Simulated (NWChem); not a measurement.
# CH6NOSi (SMILES CO[SiH2][NH]): levels of theory compared

We compute a comparison of 3 runs (UHF/STO-3G, UHF/3-21G, UB3LYP/6-31G*) of CH6NOSi. 

The results are computed with NWChem 7.3.0.

**1. Starting point**

CH6NOSi has 10 atoms, charge 0, and is taken as a doublet. As SMILES, `CO[SiH2][NH]`. Geometry: relaxed at PBE0-D4/def2-TZVP. This is one conformer, not always the lowest.

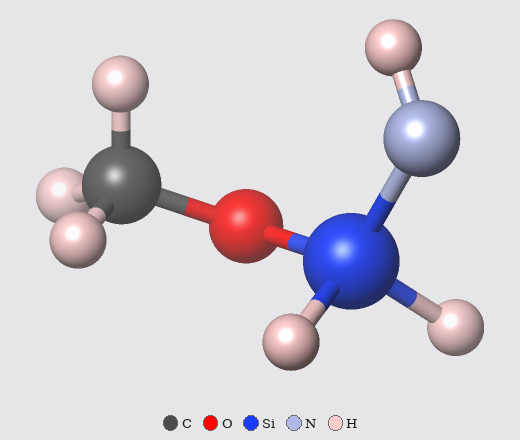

The structure, seen from a chosen angle (carbon dark grey, oxygen red, silicon blue, nitrogen light blue, hydrogen pink).

**2. Energy and gradient at UHF/STO-3G (run 1)**

run.py

```python
from ase import Atoms
from ase.calculators.nwchem import NWChem

system = Atoms(['C', 'O', 'Si', 'N', 'H', 'H', 'H', 'H', 'H', 'H'], positions=[
    [-0.526500, 1.373700, 0.440100],
    [-0.840800, 0.222100, -0.307200],
    [-0.026700, -1.196400, -0.189500],
    [1.557800, -1.312600, -0.888600],
    [0.343900, 1.892900, 0.023600],
    [-1.380600, 2.052000, 0.404800],
    [-0.318000, 1.132100, 1.489300],
    [-0.860600, -2.199100, -0.891300],
    [0.179600, -1.534800, 1.247500],
    [1.955200, -0.481000, -1.325900],
])

calc = NWChem(
    label='ch6nosi',
    theory='scf',
    memory='2200 mb',
    basis='STO-3G',
    basispar='spherical bse',
    scf={'nopen': '1', 'uhf': None, 'thresh': '1e-08', 'maxiter': '80'},
)
system.calc = calc

forces = system.get_forces()
e = system.get_potential_energy()
print(f"E = {e:.6f} eV")
print("forces (eV/A):")
for s, f in zip(system.symbols, forces):
    print(f"{s:2s} {f[0]:10.5f} {f[1]:10.5f} {f[2]:10.5f}")
```

Started as:

```sh
$ export ASE_NWCHEM_COMMAND="nwchem PREFIX.nwi > PREFIX.nwo"
$ python run.py
```

Log:

```text
E = -12355.717815 eV
forces (eV/A):
C     0.44274   -0.50383    0.16558
O    -1.01656    0.51725   -0.89048
Si   -1.14851   -1.94848    1.82116
N     1.00134   -1.46615   -0.05132
H     0.05944    0.19412    0.15046
H    -0.03054    0.14110    0.04242
H     0.04479    0.26318    0.08639
H     0.82867    1.10912    0.79761
H    -0.33157    0.33044   -1.61959
H     0.15015    1.36330   -0.50224
```

The calculator wrote ch6nosi.nwi:

```
title "ch6nosi"

permanent_dir ch6nosi

scratch_dir ch6nosi

start ch6nosi

geometry units angstrom nocenter noautosym noautoz
  C  -5.2649999999999997e-01 1.3736999999999999e+00 4.4009999999999999e-01
  O  -8.4079999999999999e-01 2.2209999999999999e-01 -3.0719999999999997e-01
  Si -2.6700000000000002e-02 -1.1963999999999999e+00 -1.8950000000000000e-01
  N  1.5578000000000001e+00 -1.3126000000000000e+00 -8.8859999999999995e-01
  H  3.4389999999999998e-01 1.8929000000000000e+00 2.3599999999999999e-02
  H  -1.3806000000000000e+00 2.0520000000000000e+00 4.0479999999999999e-01
  H  -3.1800000000000000e-01 1.1321000000000001e+00 1.4893000000000001e+00
  H  -8.6060000000000003e-01 -2.1991000000000001e+00 -8.9129999999999998e-01
  H  1.7960000000000001e-01 -1.5347999999999999e+00 1.2475000000000001e+00
  H  1.9552000000000000e+00 -4.8099999999999998e-01 -1.3259000000000001e+00
end

memory 2200 mb

basis spherical bse noprint
   * library STO-3G
end

scf
  nopen 1
  uhf
  thresh 1e-08
  maxiter 80
end

task scf gradient
```

ch6nosi.nwo:

```text
Northwest Computational Chemistry Package (NWChem) 7.3.0
             --------------------------------------------------------

           Job information
           ---------------

    nwchem branch   = 7.3.0
    use scalapack   = T
    input           = ch6nosi.nwi
    prefix          = ch6nosi.
    data base       = ch6nosi/ch6nosi.db
    status          = startup
    nproc           =        1

           Memory information
           ------------------

    heap     =     72089596 doubles =      550.0 Mbytes
    stack    =     72089601 doubles =      550.0 Mbytes
    global   =    144179200 doubles =     1100.0 Mbytes (distinct from heap & stack)
    total    =    288358397 doubles =     2200.0 Mbytes
    verify   = yes
    hardfail = no

[... 39 lines left out ...]
            Nuclear Dipole moment (a.u.)
[... 90 lines left out ...]
 1-e energy   =    -972.036989
[... 7 lines left out ...]
         Quadratically convergent UHF
[... 15 lines left out ...]
       Final UHF  results
[... 3 lines left out ...]
      One electron energy =   -969.838089429592
[... 1 line left out ...]
 Nuclear repulsion energy =    171.272054088751
[... 42 lines left out ...]
          Final beta eigenvalues
[... 214 lines left out ...]
                     UHF Final Beta Molecular Orbital Analysis
[... 249 lines left out ...]
                         UHF ENERGY GRADIENTS

    atom               coordinates                        gradient
                 x          y          z           x          y          z
   1 C      -0.994941   2.595917   0.831668   -0.008610   0.009798  -0.003220
   2 O      -1.588882   0.419708  -0.580524    0.019769  -0.010059   0.017317
   3 Si     -0.050456  -2.260868  -0.358103    0.022335   0.037892  -0.035416
[... 6 lines of this table left out ...]
  10 H       3.694792  -0.908958  -2.505588   -0.002920  -0.026512   0.009767

                 ----------------------------------------
                 |  Time  |  1-e(secs)   |  2-e(secs)   |
                 ----------------------------------------
                 |  CPU   |       0.00   |       0.85   |
                 ----------------------------------------
                 |  WALL  |       0.00   |       0.85   |
                 ----------------------------------------

 Task  times  cpu:        6.1s     wall:        6.1s
 Total times  cpu:        6.2s     wall:        6.2s
```

Run time: 7.5 s. Hardware: 1 thread of Intel Xeon Platinum 8259CL at 2.50GHz (Skylake/Cascade Lake), shared host; peak memory 0.099 GiB.

**3. Energy and gradient at UHF/3-21G (run 2)**

ch6nosi.nw

```
start ch6nosi
memory 2200 mb
charge 0

geometry noautosym nocenter noautoz
 C    -0.526500    1.373700    0.440100
 O    -0.840800    0.222100   -0.307200
 Si   -0.026700   -1.196400   -0.189500
 N     1.557800   -1.312600   -0.888600
 H     0.343900    1.892900    0.023600
 H    -1.380600    2.052000    0.404800
 H    -0.318000    1.132100    1.489300
 H    -0.860600   -2.199100   -0.891300
 H     0.179600   -1.534800    1.247500
 H     1.955200   -0.481000   -1.325900
end

basis spherical bse
 C library 3-21G
 O library 3-21G
 Si library 3-21G
 N library 3-21G
 H library 3-21G
end

scf
 doublet
 uhf
 thresh 1e-08
 maxiter 80
end

task scf gradient
```

Started as:

```sh
$ nwchem ch6nosi.nw > ch6nosi.out
```

Log:

```text
[...]
  functions       =    52
[...]
  wavefunction    = UHF
[...]
         Total SCF energy =   -457.120528147971
      One electron energy =   -970.583074745687
      Two electron energy =    342.190492508965
 Nuclear repulsion energy =    171.272054088751
                       Sz =      0.5000
                 Sz(Sz+1) =      0.7500
                      S^2 =      0.7579
[...]
                         UHF ENERGY GRADIENTS
    atom               coordinates                        gradient
                 x          y          z           x          y          z
   1 C      -0.994941   2.595917   0.831668    0.002001  -0.027094  -0.010446
   2 O      -1.588882   0.419708  -0.580524    0.004805  -0.006980   0.006670
   3 Si     -0.050456  -2.260868  -0.358103    0.026027   0.038731  -0.013449
   4 N       2.943815  -2.480454  -1.679211   -0.024723  -0.011368   0.014548
   5 H       0.649877   3.577062   0.044598    0.005293   0.002517  -0.003701
   6 H      -2.608956   3.877718   0.764961   -0.007086   0.004510  -0.000735
   7 H      -0.600933   2.139359   2.814369    0.000855  -0.002310   0.006083
   8 H      -1.626298  -4.155696  -1.684313   -0.001674  -0.001218  -0.002713
   9 H       0.339395  -2.900351   2.357433    0.001763  -0.001099   0.001175
  10 H       3.694792  -0.908958  -2.505588   -0.007260   0.004310   0.002569
[...]
```

Run time: 6.9 s. Hardware: 1 thread of Intel Xeon Platinum 8259CL at 2.50GHz (Skylake/Cascade Lake), shared host; peak memory 0.1 GiB.

**4. Energy and forces at UB3LYP/6-31G(d) (Cartesian functions) (run 3)**

run.py

```python
from ase import Atoms
from ase.calculators.nwchem import NWChem

atoms = Atoms('COSiNHHHHHH', positions=[
    [-0.526500, 1.373700, 0.440100],
    [-0.840800, 0.222100, -0.307200],
    [-0.026700, -1.196400, -0.189500],
    [1.557800, -1.312600, -0.888600],
    [0.343900, 1.892900, 0.023600],
    [-1.380600, 2.052000, 0.404800],
    [-0.318000, 1.132100, 1.489300],
    [-0.860600, -2.199100, -0.891300],
    [0.179600, -1.534800, 1.247500],
    [1.955200, -0.481000, -1.325900],
])

calc = NWChem(
    label='ch6nosi',
    theory='dft',
    memory='2200 mb',
    basis='6-31G*',
    dft={'xc': 'b3lyp', 'mult': '2', 'grid': 'xfine', 'convergence': 'energy 1e-08', 'iterations': '100', 'mulliken': None},
)
atoms.calc = calc

forces = atoms.get_forces()
print(f"energy = {atoms.get_potential_energy():.6f} eV")
print("forces (eV/A):")
for s, f in zip(atoms.symbols, forces):
    print(f"{s:2s} {f[0]:10.5f} {f[1]:10.5f} {f[2]:10.5f}")
```

Started as:

```sh
$ export ASE_NWCHEM_COMMAND="nwchem PREFIX.nwi > PREFIX.nwo"
$ python run.py
```

Log:

```text
energy = -12548.679996 eV
forces (eV/A):
C     0.03260    0.21186    0.14882
O    -0.39508    0.20404   -0.25516
Si   -0.03024   -0.44084    0.15941
N     0.27408   -0.22672   -0.07107
H     0.08397    0.07014   -0.02905
H    -0.07230    0.07482    0.00180
H     0.02005    0.00540    0.10691
H    -0.00828   -0.02684    0.01779
H    -0.01491   -0.04901    0.03414
H     0.11015    0.17710   -0.11359
```

The calculator wrote ch6nosi.nwi:

```
title "ch6nosi"

permanent_dir ch6nosi

scratch_dir ch6nosi

start ch6nosi

geometry units angstrom nocenter noautosym noautoz
  C  -5.2649999999999997e-01 1.3736999999999999e+00 4.4009999999999999e-01
  O  -8.4079999999999999e-01 2.2209999999999999e-01 -3.0719999999999997e-01
  Si -2.6700000000000002e-02 -1.1963999999999999e+00 -1.8950000000000000e-01
  N  1.5578000000000001e+00 -1.3126000000000000e+00 -8.8859999999999995e-01
  H  3.4389999999999998e-01 1.8929000000000000e+00 2.3599999999999999e-02
  H  -1.3806000000000000e+00 2.0520000000000000e+00 4.0479999999999999e-01
  H  -3.1800000000000000e-01 1.1321000000000001e+00 1.4893000000000001e+00
  H  -8.6060000000000003e-01 -2.1991000000000001e+00 -8.9129999999999998e-01
  H  1.7960000000000001e-01 -1.5347999999999999e+00 1.2475000000000001e+00
  H  1.9552000000000000e+00 -4.8099999999999998e-01 -1.3259000000000001e+00
end

memory 2200 mb

basis noprint
   * library 6-31G*
end

dft
  xc b3lyp
  mult 2
  grid xfine
  convergence energy 1e-08
  iterations 100
  mulliken
end

task dft gradient
```

ch6nosi.nwo:

```text
Northwest Computational Chemistry Package (NWChem) 7.3.0
             --------------------------------------------------------

           Job information
           ---------------

    nwchem branch   = 7.3.0
    use scalapack   = T
    input           = ch6nosi.nwi
    prefix          = ch6nosi.
    data base       = ch6nosi/ch6nosi.db
    status          = startup
    nproc           =        1

           Memory information
           ------------------

    heap     =     72089596 doubles =      550.0 Mbytes
    stack    =     72089601 doubles =      550.0 Mbytes
    global   =    144179200 doubles =     1100.0 Mbytes (distinct from heap & stack)
    total    =    288358397 doubles =     2200.0 Mbytes
    verify   = yes
    hardfail = no

[... 127 lines left out ...]
          Convergence on energy requested:  1.00D-08
[... 28 lines left out ...]
          Convergence Information
[... 30 lines left out ...]
 1-e energy   =    -971.099317
[... 61 lines left out ...]
      One electron energy =     -974.426581637341
[... 8 lines left out ...]
                    DFT Final Alpha Molecular Orbital Analysis
[... 1192 lines left out ...]
          Convergence on gradient requested:  5.00D-04
[... 29 lines left out ...]
          total energy or number of iterations.
[... 26 lines left out ...]
                         DFT ENERGY GRADIENTS

    atom               coordinates                        gradient
                 x          y          z           x          y          z
   1 C      -0.994941   2.595917   0.831668   -0.000634  -0.004120  -0.002894
   2 O      -1.588882   0.419708  -0.580524    0.007683  -0.003968   0.004962
   3 Si     -0.050456  -2.260868  -0.358103    0.000588   0.008573  -0.003100
[... 6 lines of this table left out ...]
  10 H       3.694792  -0.908958  -2.505588   -0.002142  -0.003444   0.002209

                 ----------------------------------------
                 |  Time  |  1-e(secs)   |  2-e(secs)   |
                 ----------------------------------------
                 |  CPU   |       0.01   |       6.30   |
                 ----------------------------------------
                 |  WALL  |       0.01   |       6.30   |
                 ----------------------------------------

 Task  times  cpu:      126.7s     wall:      126.7s
 Total times  cpu:      126.8s     wall:      126.8s
```

Wall time 2.1 min (1 thread of Intel Xeon Platinum 8259CL at 2.50GHz (Skylake/Cascade Lake), shared host); peak memory 0.15 GiB.

**5. The series**

```
run                                level  Cartesian functions  iteration cap  energy (Eh)  dipole moment (D)  HOMO energy (eV)  LUMO energy (eV)  wall time
  1                           UHF/STO-3G                   no             80  -454.064258               1.44             -7.99              8.41      7.5 s
  2                            UHF/3-21G                   no             80  -457.120528               2.71            -10.96              2.80      6.9 s
  3  UB3LYP/6-31G* (Cartesian functions)                  yes            100  -461.155488               2.24             -7.28             -3.42    2.1 min
```

**6. Summary of results**

```
                                 quantity          value
                      run 3: total energy  -461.15549 Eh
                     run 3: dipole moment         2.24 D
run 3: HOMO energy (highest over α and β)       -7.28 eV
 run 3: LUMO energy (lowest over α and β)       -3.42 eV
                              run 3: ⟨S²⟩          0.753
          run 3: largest force on an atom     0.513 eV/Å
```

What this shows: The dipole moment (its size) runs from 1.44 D (UHF/STO-3G) to 2.71 D (UHF/3-21G). In run 1 the basis is minimal, so the values are rough. All runs together took 2.4 min, the longest 2.1 min.
